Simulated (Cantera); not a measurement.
Charge: 1 mol C, 0.12 mol NH₃, at 1577 °C.

Cantera equilibrium calculation (NASA polynomials, part measured and part estimated; ideal gas, pure solids and liquids). Candidate condensed phases: C, C₆H₆, C₇H₈, C₈H₁₈; 92 gas species. The ideal-gas law is rough above about 30 bar. The numbers say what is thermodynamically allowed, not how fast it happens.

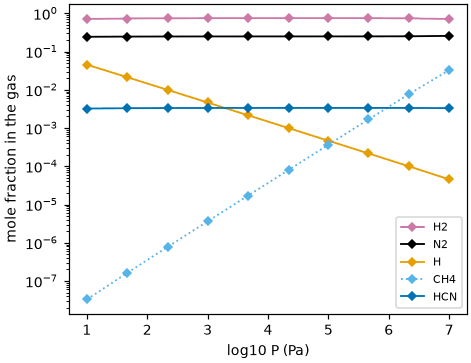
Figure. Equilibrium gas composition (values under 1e-9 drawn at 1e-9)

Problem. Read off the mole fractions at 10.0 mbar.

Solution. H₂ about 0.74, N₂ about 0.25, H about 0.0046, HCN about 0.0033, CH₄ about 3.6e-6.
